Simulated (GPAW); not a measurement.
## Ga2AsP (R3m): G0W0 with GPAW, start to end

Aim: the G0W0 gap of Ga2AsP (R3m) on LDA, step by step.

Calculated with GPAW 26.7.0; LDA and many-body steps on it, plane waves.

## (1) The starting structure

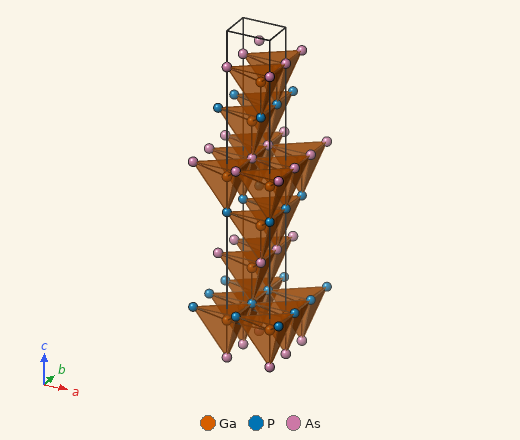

The cell as given, slightly off an axis (gallium orange, phosphorus blue, arsenic pink). 1×2×1 cells are drawn. This picture shows the conventional cell, with its axes. Bonds to atoms that aren't drawn are left out. Some periodic images of atoms are drawn too.

The cell and positions are those that the Materials Project relaxed with its own functionals (PBE, PBE+U or r2SCAN), kept fixed.

## (2) Ground state

This step: GPAW 26.7.0; DFT, LDA, plane waves, PAW.

The ground-state density comes first.

The input, run.py:

```python
import json
import numpy as np
from gpaw.mpi import world
from ase import Atoms
from gpaw import GPAW, PW, FermiDirac

atoms = Atoms(['Ga', 'Ga', 'P', 'As'],
    cell=[[1.9651094380, 1.1345564630, 6.4172648725],
      [-1.9651094380, 1.1345564630, 6.4172648725],
      [0.0000000000, -2.2691129261, 6.4172648725]],
    scaled_positions=[[0.9975557000, 0.9975557000, 0.9975557000],
      [0.5024910400, 0.5024910400, 0.5024910400],
      [0.6250000000, 0.6250000000, 0.6250000000],
      [0.1249334700, 0.1249334700, 0.1249334700]],
    pbc=(True, True, True))
calc = GPAW(mode=PW(450),
    xc='LDA',
    kpts={'size': (8, 8, 8), 'gamma': True},
    occupations=FermiDirac(0.001),
    nbands=-8,
    convergence={'density': 1e-6, 'bands': -3},
    maxiter=100,
    txt='gs.txt')
atoms.calc = calc
res = {'energy': atoms.get_potential_energy()}
kpts = calc.get_ibz_k_points()
res['kpts'] = kpts
res['eigenvalues'] = [calc.get_eigenvalues(kpt=k) for k in range(len(kpts))]
res['n_electrons'] = calc.get_number_of_electrons()
calc.write('gs.gpw')

if world.rank == 0:
    with open('result.json', 'w') as f:
        json.dump(res, f, default=lambda x: x.tolist())
```

The run is started by

```bash
$ mpirun -n 4 gpaw python run.py
```

Numbers of over 12 decimals in the logs are rounded to 6 here.

The log of the run:

```text
__  _  _
 | _ |_)|_||  |
 |__||  | ||/\| - 26.7.0

Input parameters:
  mode=PW(ecut=450.000000),
  convergence={'density': 1e-06, 'bands': -3},
  kpts=MonkhorstPack(size=(8, 8, 8), gamma=True),
  maxiter=100,
  nbands=-8,
  occupations=Occupations(name='fermi-dirac', width=0.001, fixmagmom=False),
  xc=XC(name='LDA')
  [... matrices ...]
Diagonalizing LCAO Hamiltonian
Converting LCAO to pw mode

       Ga

       P

       Ga

       As

Atoms  # Å, Bohr magnetons
|   | symbol |         x |         y |         z |    initial magnetic moments |
| 0 |     Ga | -0.000000 | -0.000000 | 19.204737 | ( 0.0000,  0.0000,  0.0000) |
| 1 |     Ga |  0.000000 | -0.000000 |  9.673854 | ( 0.0000,  0.0000,  0.0000) |
| 2 |      P | -0.000000 | -0.000000 | 12.032372 | ( 0.0000,  0.0000,  0.0000) |
| 3 |     As |  0.000000 | -0.000000 |  2.405194 | ( 0.0000,  0.0000,  0.0000) |

Unit cell  # Å
| periodic |         x |         y |        z |  lengths |    angles |
|      yes |  1.965109 |  1.134556 | 6.417265 | 6.806626 | 33.560926 |
|      yes | -1.965109 |  1.134556 | 6.417265 | 6.806626 | 33.560926 |
|      yes |  0.000000 | -2.269113 | 6.417265 | 6.806626 | 33.560926 |

Number of symmetries: 6
Symmetry operations  # r_c * U_cc + t_c -> r_c
|   | kind |            matrix            |
| 0 |  E   |  1, 0, 0,  0, 1, 0,  0, 0, 1 |
| 1 |  σ   |  1, 0, 0,  0, 0, 1,  0, 1, 0 |
| 2 |  σ   |  0, 1, 0,  1, 0, 0,  0, 0, 1 |
| 3 |  C3  |  0, 1, 0,  0, 0, 1,  1, 0, 0 |
| 4 |  C3  |  0, 0, 1,  1, 0, 0,  0, 1, 0 |
| 5 |  σ   |  0, 0, 1,  0, 1, 0,  1, 0, 0 |

BZ-sampling:
  Number of BZ points: 512
  Number of IBZ points: 65

  Monkhorst-Pack size: [8, 8, 8]
  Monkhorst-Pack shift: [0.0625, 0.0625, 0.0625]

K-points  # in reciprocal-cell coordinates
|     |                                coordinates |     weight |
|   0 | (  0.00000000,   0.00000000,   0.00000000) | 0.00195312 |
|   1 | (  0.12500000,   0.00000000,  -0.12500000) | 0.01171875 |
|   2 | (  0.12500000,   0.00000000,   0.00000000) | 0.01171875 |
|   3 | (  0.12500000,   0.12500000,  -0.12500000) | 0.01171875 |
|   4 | (  0.12500000,   0.12500000,   0.00000000) | 0.01171875 |
|   5 | (  0.12500000,   0.12500000,   0.12500000) | 0.00390625 |
|   6 | (  0.25000000,  -0.12500000,  -0.12500000) | 0.01171875 |
|   7 | (  0.25000000,   0.00000000,  -0.25000000) | 0.01171875 |
|   8 | (  0.25000000,   0.00000000,  -0.12500000) | 0.02343750 |
|   9 | (  0.25000000,   0.00000000,   0.00000000) | 0.01171875 |
| ... |                                            |            |
|  64 | (  0.50000000,   0.50000000,   0.50000000) | 0.00195312 |

Plane wave coefficients: 1876
Cutoff: 450.000000 eV

Spin-components: 1 (collinear spins)
Bands:           16
Projectors:      20
Spin-degeneracy: 2
Datatype:        complex128

  Storage: CPU
  Wave functions: 30_833_920 bytes (7_708_480 per core)
  Projectors: 53_959_360 bytes (13_489_840 per core)
  [... matrices ...]
Parallelization:
  kpt:    4
  domain: 1
  band:   1

Density:
  Valence electrons: 16.0
  Components: 1
  Grid points: [35 35 35]
  Charge: 0.0  # |e|

Potential:
  Grid points: [35 35 35]

species:
  Ga:
    name:    Gallium
    Z:       31.0
    valence: 3
    core:    28
    charge:  0.0  # [|e|]
    compensation charges:
      type: gauss
      rc: 0.37  # [Å]
      lmax: 2
    cutoffs:
      filter: 2.06  # [Å]
      core: 4.17  # [Å]
    projectors
    | kind |    occ | energy [eV] | rcut [Å] |
    |   4s |  2.000 |      -9.167 |    1.164 |
    |   4p |  1.000 |      -2.734 |    1.164 |
    |    s |        |      18.045 |    1.164 |
    |    p |        |      24.478 |    1.164 |
    |    d |        |       0.000 |    1.164 |

    Using partial waves for Ga as LCAO basis

  P:
    name:    Phosphorus
    Z:       15.0
    valence: 5
    core:    10
    charge:  0.0  # [|e|]
    compensation charges:
      type: gauss
      rc: 0.30  # [Å]
      lmax: 2
    cutoffs:
      filter: 1.69  # [Å]
      core: 1.81  # [Å]
    projectors
    | kind |    occ | energy [eV] | rcut [Å] |
    |   3s |  2.000 |     -14.015 |    0.953 |
    |   3p |  3.000 |      -5.596 |    0.953 |
    |    s |        |      13.197 |    0.953 |
    |    p |        |      21.615 |    0.953 |
    |    d |        |       0.000 |    0.953 |

    Using partial waves for P as LCAO basis

  As:
    name:    Arsenic
    Z:       33.0
    valence: 5
    core:    28
    charge:  0.0  # [|e|]
    compensation charges:
      type: gauss
      rc: 0.33  # [Å]
      lmax: 2
    cutoffs:
      filter: 1.87  # [Å]
      core: 2.96  # [Å]
    projectors
    | kind |    occ | energy [eV] | rcut [Å] |
    |   4s |  2.000 |     -14.691 |    1.058 |
    |   4p |  3.000 |      -5.342 |    1.058 |
    |    s |        |      12.520 |    1.058 |
    |    p |        |      21.869 |    1.058 |
    |    d |        |       0.000 |    1.058 |

    Using partial waves for As as LCAO basis

Reference energy: -176308.625837  # eV

eigensolver:
  PPCG
  Converge bands: -3
  niter=2

density mixing:
  MSR1-Mixer
  Pratt-step length: 0.05
  Maximum mixing coefficient: 0.75
  Old densities: 10
  SVD Regularization: 0.005
  Good broyden scale: 1.0
  Trust region scale: 1.0
  Backstep threshold: 4.0
  History deletion threshold: 6.0
  Fourier metric: weight=20.0, sigma=0.015

occupation numbers:
  Fermi-Dirac:
    width: 0.0010  # eV

poisson solver:
  ecut: 3600.000000  # eV

xc functional:
  name: None

Initialization done in: 1.304 s

convergence criteria:
- Maximum integral of absolute [dens]ity change: 1e-06 electrons / valence electron
- Maximum [total energy] change in last 3 cyles: 0.0005 eV / valence electron
- Maximum integral of absolute [eigenst]ate change: 4e-08 eV^2 / valence electron
maximum number of iterations: 100

SCF iterations
|iter     |     time |      energy | eigst |  dens |
|iter:   1|  |  -20.286580 | +0.60 |       |
|iter:   2|  |  -20.231019 | -1.19 | -0.87 |
|iter:   3|  |  -19.944627 | -1.64 | -0.91 |
|iter:   4|  |  -19.939543 | -3.09 | -1.54 |
|iter:   5|  |  -19.939323c| -3.81 | -2.12 |
|iter:   6|  |  -19.939242c| -4.51 | -2.68 |
|iter:   7|  |  -19.939242c| -5.67 | -3.00 |
|iter:   8|  |  -19.939242c| -7.28 | -3.86 |
|iter:   9|  |  -19.939242c| -7.82c| -4.47 |
|iter:  10|  |  -19.939242c| -8.60c| -5.36 |
|iter:  11|  |  -19.939242c| -9.20c| -5.76 |
|iter:  12|  |  -19.939242c| -9.77c| -6.24c|

Converged in 12 steps
SCF loop duration: 17.616 s (1.468 s/step)
Energy contributions relative to reference atoms: (reference = -176308.625837)
  [... matrices ...]
Energy contributions:
  Kinetic:          49.989483
  Coulomb:         -44.510997
  Zero:              0.033542
  External:          0.000000
  Xc:              -25.451270
  Entropy:          -0.000000
  Spinorbit:         0.000000
  ----------------------------
  Free energy:     -19.939242
  Extrapolated:    -19.939242

dipole moment: (0.000000, -0.000000, 19.045616)  # |e|*Ang

Fermi level: 4.841
Eigenvalues  # (at kpt = [0.000, 0.000, 0.000])
| band index |      eig [eV] | occ [0-2] |
|          0 |        -7.982 |     2.000 |
|          1 |        -6.168 |     2.000 |
|          2 |        -2.031 |     2.000 |
|          3 |         3.427 |     2.000 |
|          4 |         3.427 |     2.000 |
|          5 |         4.614 |     2.000 |
|          6 |         4.718 |     2.000 |
|          7 |         4.718 |     2.000 |
|          8 |         5.581 |     0.000 |
|          9 |         5.858 |     0.000 |
|         10 |         8.354 |     0.000 |
|         11 |         8.354 |     0.000 |
|         12 |         8.452 |     0.000 |
|         13 |         9.325 |     0.000 |
|         14 |         9.325 |     0.000 |
|         15 |        12.437 |     0.000 |

Gap: 0.863 eV
Transition (v -> c):
  (s=0, k=0, n=7, [0.00, 0.00, 0.00]) -> (s=0, k=0, n=8, [0.00, 0.00, 0.00])
No difference between direct/indirect transitions
# Writing to gs.gpw (mode='')
  [... matrices ...]
```

Run time: 20 s. Hardware: 4 MPI ranks of Arm Neoverse V2, shared host; peak memory 0.85 GiB; 81 s of CPU time.

This step gave:

| Property | Result |
| --- | --- |
| total energy | -19.94 eV |
| gap | 0.8630 eV |
| k of the valence top | 0, 0, 0 |
| k of the conduction bottom | 0, 0, 0 |
| least direct gap | 0.8630 eV |

The gap is direct, at Γ.

## (3) Empty states on the mesh, 4×4×4 mesh, 204 bands

The sums over transitions need many empty states on a uniform mesh; this step solves for them.

The input, run.py:

```python
import json
import numpy as np
from gpaw.mpi import world
from gpaw import GPAW

calc = GPAW('gs.gpw').fixed_density(kpts={'size': (4, 4, 4), 'gamma': True},
    parallel={'domain': 1, 'band': 1},
    txt='nscf.txt')
calc.diagonalize_full_hamiltonian(nbands=204)
calc.write('full.gpw', mode='all')
res = {}
kpts = calc.get_ibz_k_points()
res['kpts'] = kpts
res['eigenvalues'] = [calc.get_eigenvalues(kpt=k) for k in range(len(kpts))]
res['n_electrons'] = calc.get_number_of_electrons()

if world.rank == 0:
    with open('result.json', 'w') as f:
        json.dump(res, f, default=lambda x: x.tolist())
```

The run is started by

```bash
$ mpirun -n 4 gpaw python run.py
```

The log of the run:

```text
Diagonalizing LCAO Hamiltonian
Converting LCAO to pw mode
convergence criteria:
- Maximum integral of absolute [eigenst]ate change: 4e-08 eV^2 / valence electron
maximum number of iterations: 100

SCF iterations
|iter     |     time |      energy | eigst |  dens |
|iter:   1|  |             | +0.58 |       |
|iter:   2|  |             | -1.18 |       |
|iter:   3|  |             | -2.59 |       |
|iter:   4|  |             | -3.91 |       |
|iter:   5|  |             | -5.03 |       |
|iter:   6|  |             | -6.25 |       |
|iter:   7|  |             | -7.27 |       |
|iter:   8|  |             | -7.87c|       |
SCF steps: 8
  __  _  _
 | _ |_)|_||  |
 |__||  | ||/\| - 26.7.0

Input parameters:
  mode=PW(ecut=450.000000),
  convergence={'density': 1e-06, 'bands': -3},
  gpts=array([35, 35, 35]),
  kpts=MonkhorstPack(size=(4, 4, 4), gamma=True),
  maxiter=100,
  nbands=16,
  occupations=Occupations(name='fermi-dirac', width=0.001, fixmagmom=False),
  parallel={'domain': 1, 'band': 1},
  xc=XC(name='LDA')
Matrix size: 1867x1867
# Writing to full.gpw (mode='all')
  [... matrices ...]

timing:  # [seconds]
  Total: 27.425  # ━━━━━━━━━━━━━━━━━━━━━━━━━━━━━━━━━━━━━━━━━━━━━━━━━━━━━━━━━━
```

The job ended after 33 s (4 MPI ranks; peak memory 2 GiB).

Numbers from this step:

```
gap                                                           : 0.8630 eV
k of the valence top                                          : 0, 0, 0
k of the conduction bottom                                    : 0, 0, 0
least direct gap                                              : 0.8630 eV
k points computed                                             : 13
lowest point of the top converged band, above the valence top : 90.1694 eV
```

On this mesh the gap is 0.863 eV.

## (4) Screening and self-energy, 4×4×4 mesh, 90 bands, screening to 60 eV

G0W0 replaces the xc potential by the self-energy, built once from these orbitals. Only a window of levels is corrected, while the sums run over the empty bands that the input names.

This step: G0W0 on LDA, plane waves, PAW.

The input, run.py:

```python
import json
import numpy as np
from gpaw.mpi import world
from gpaw.response.g0w0 import G0W0

gw = G0W0('full.gpw',
    filename='gw',
    kpts=[0],
    bands=(6, 10),
    ecut=60,
    nbands=90,
    integrate_gamma='WS',
    ppa=True)
gw.calculate()
res = {mode: {k: v for k, v in r.items() if k != 'sigma_eskwn'}
       for mode, r in gw.all_results.items()}

if world.rank == 0:
    with open('result.json', 'w') as f:
        json.dump(res, f, default=lambda x: x.tolist())
```

The run is started by

```bash
$ mpirun -n 4 gpaw python run.py
```

The log of the run:

```text
Using integrator: PointIntegrator
FrequencyGridDescriptor(from 0.000+0.000j to 0.000+27.211j eV, 2 points)
Nonperiodic BCs:  [False False False]
Using integrator: PointIntegrator
FrequencyGridDescriptor(from 0.000+0.000j to 0.000+27.211j eV, 2 points)
Nonperiodic BCs:  [False False False]
  ___  _ _ _
 |   || | | |
 | | || | | |
 |__ ||_____|
 |___|

BZ k-points: Symmetries present (total): 6

  [... matrices ...]
64 k-points: 4 x 4 x 4 Monkhorst-Pack grid + [1/8,1/8,1/8]
13 k-points in the irreducible part of the Brillouin zone
       k-points in crystal coordinates                weights
   0:     0.00000000    0.00000000    0.00000000          1/64
   1:     0.25000000    0.00000000   -0.25000000          6/64
   2:     0.25000000    0.00000000    0.00000000          6/64
   3:     0.25000000    0.25000000   -0.25000000          6/64
   4:     0.25000000    0.25000000    0.00000000          6/64
   5:     0.25000000    0.25000000    0.25000000          2/64
   6:     0.50000000    0.00000000    0.00000000          3/64
   7:     0.50000000    0.25000000   -0.25000000          6/64
   8:     0.50000000    0.25000000    0.00000000         12/64
   9:     0.50000000    0.25000000    0.25000000          6/64
          ...
  12:     0.50000000    0.50000000    0.50000000          1/64

Distributing spins, k-points and bands (1 x 1 x 4) over 4 processes
Number of blocks: 1

Quasi particle states:
k-points (IBZ indices): [0]
Band range: (6, 10)
  [... matrices ...]
Computational parameters:
Plane wave cut-off: 60 eV
Number of bands: 90
Coulomb cutoff: None
Broadening: 0.1 eV

fxc modes: GW
Kernel: RPA
Using Godby-Needs plasmon-pole approximation:
  Fitting energy: i*E0, E0 = 1.000 Hartree
Summing all q:

Calculating screened Coulomb potential
No Coulomb truncation
FrequencyGridDescriptor(from 0.000+0.000j to 0.000+27.211j eV, 2 points)
Removing empty qpoint cache files...

Calculating chi0 body with:
    Ground state adapter containing:
    Number of spins: 1
    Number of kpoints: 64
    Number of irreducible kpoints: 13
    Number of completely occupied states: 8
    Number of partially occupied states: 8
    Occupied states memory: 5.233765 M / cpu

    Linear response parametrization:
    q_c: [0.0, 0.0, 0.0]
    Number of frequency points: 2
    Planewave cutoff: 60.0
    Number of bands: 90
    Number of planewaves: 99
    Broadening (eta): 1e-06
    comm.size: 4
    kncomm.size: 4
    blockcomm.size: 1

    Memory estimate of potentially large arrays:
        chi0_wGG: 0.299103 M / cpu
Integrating chi0 body.

Symmetries of q_c:
    Direct symmetries (Uq -> q): 6
    Indirect symmetries (TUq -> q): 6
In total 12 allowed symmetries.

  [... matrices ...]
13 groups of equivalent kpoints. 79.6875% reduction.

Integral kind: response function
Integrating chi0 head and wings.

Symmetries of q_c:
    Direct symmetries (Uq -> q): 6
    Indirect symmetries (TUq -> q): 6
In total 12 allowed symmetries.

  [... matrices ...]
13 groups of equivalent kpoints. 79.6875% reduction.

Integral kind: response function wings

Calculating chi0 body with:
    Ground state adapter containing:
    Number of spins: 1
    Number of kpoints: 64
    Number of irreducible kpoints: 13
    Number of completely occupied states: 8
    Number of partially occupied states: 8
    Occupied states memory: 5.233765 M / cpu

[... the further q-points ...]

Results:
f:      Occupation numbers
eps:     KS-eigenvalues [eV]
vxc:     KS vxc [eV]
exx:     Exact exchange [eV]
sigma:   Self-energies [eV]
dsigma:  Self-energy derivatives
Z:       Renormalization factors
qp:      QP-energies [eV]

k-point 0 (0): (0.000, 0.000, 0.000)                GW
band       f     eps     vxc     exx   sigma  dsigma       Z      qp
                                                                   GW
   6   1.000   4.718 -15.170 -16.534   1.484  -0.273   0.786   4.812
   7   1.000   4.718 -15.170 -16.534   1.484  -0.273   0.786   4.812
   8   0.000   5.581 -15.727 -11.170  -3.085  -0.265   0.791   6.745
   9   0.000   5.858 -14.319  -9.770  -3.229  -0.256   0.796   6.910
```

It took 69 s on 4 MPI ranks; peak memory 1.5 GiB.

This step gave:

* G0W0 gap on the points computed: 1.933 eV
* least direct G0W0 gap on the computed points: 1.933 eV
* Z at the valence top: 0.7857
* Z at the conduction bottom: 0.7907
* starting gap on the mesh: 0.8630 eV
* k of the valence top: 0, 0, 0
* k of the conduction bottom: 0, 0, 0

The gap on the mesh goes from 0.86 eV to 1.93 eV, a correction of +1.07 eV.

Limits: finite bands, cutoff and mesh; no spin-orbit coupling. v1 is the top filled band, c1 the lowest empty one. The levels before and after the correction (eV, zero at the valence-band top of each column):

```tsv
	conduction bottom	valence top
Kohn-Sham	0.86	0.00
G0W0	1.93	0.00
```

```tsv
	level	energy (eV)
Kohn-Sham	Γ v2-v1	0.000
Kohn-Sham	Γ c1	0.863
Kohn-Sham	Γ c2	1.140
G0W0	Γ v2-v1	0.000
G0W0	Γ c1	1.933
G0W0	Γ c2	2.098
```

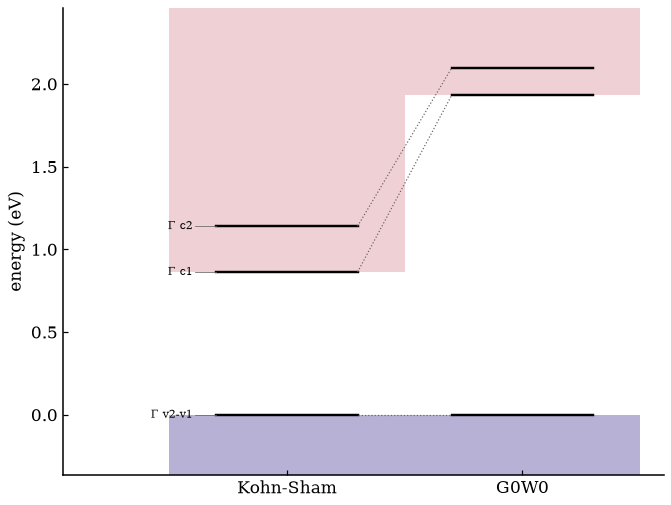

Levels before and after the correction. Shaded: valence and conduction bands.

## (5) Where the time went

Times are wall times on 4 MPI ranks of Arm Neoverse V2, shared host, good to a factor of about two.

```tsv
step	time	share	memory (GiB)
ground state	20 s	17 %	0.85
empty states on the mesh	33 s	27 %	2.0
screening and self-energy	69 s	57 %	1.5
```

## (6) Results

```yaml
lda_gap: 0.86 eV, direct
g0w0_gap_on_the_mesh: 1.93 eV
gw_settings: 4×4×4 mesh, 90 bands, screening to 60 eV, Godby-Needs plasmon pole
known_limits: not at the basis limit; no spin-orbit coupling
```

**Reading.** G0W0 moves the gap on the mesh from 0.86 eV to 1.93 eV (+1.07 eV), with Z of 0.79 and 0.79 at the edges. Only 1 of the mesh's irreducible points was corrected, so a valley elsewhere could overtake. The dearest step here is «screening and self-energy». Bands and cutoff are finite, so the gap is not at the basis limit. The miss can reach some tenths of an eV and take either sign; the mesh is an error of its own. These stock PAW sets were not made for GW; the filled d or f shell of As and Ga lies in the frozen core, which bears on start and correction. In the G0W0 run levels were corrected at 1 k point alone, so a gap called «on the mesh» is the least over those, and an edge elsewhere would be missed. The many-body steps are scalar-relativistic: spin-orbit coupling is not in them.

[Paths, hosts, dates, memory and timing lines, banners, echoed tables and standing remarks are left out of the program output.]

[Logs are printed without paths, hosts, clocks, repeated set-up lines and the standing remarks that a program may print on its own settings, such as how far it seeks lower states.]

[Runs of the session that timed out or met a known fault of the program may be left out.]

[Hosts, paths, dates, database ids (printed as entryN), source tags and the programs' standing remarks are cut or masked in the printed files.]
